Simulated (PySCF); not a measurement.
System: C₇H₁₉BFPSi, SMILES CC[C@@H](B(F)P[SiH3])C(C)(C)C.

Simulated rotational absorption lines between 2 and 20 GHz at 5 K: rigid rotor with the equilibrium constants and dipole of one optimised conformer (PBE0-D3(BJ)/def2-SVP, PySCF), commonest isotopes; no centrifugal distortion, hyperfine structure, internal rotation or nuclear-spin weights; lines within 1 MHz of each other are summed.

What are the rotational constants, and what kind of rotor is it?

Answer. Rotational constants A, B, C = 1.212, 0.4725, 0.4165 GHz; Ray's κ = −0.86, an asymmetric top on the prolate side.

Which dipole components drive the lines?

Answer.
|μa|, |μb|, |μc| = 0.84, 0.91, 0.80 D; a-type lines carry 39 % of the intensity in this range.

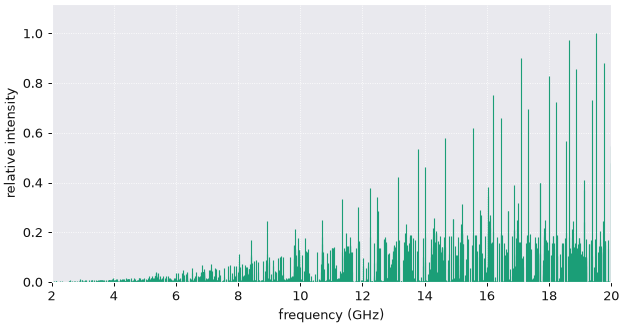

Note: coarse grid, loose stop and no frequency check, small forces are noise and the end may be a saddle.
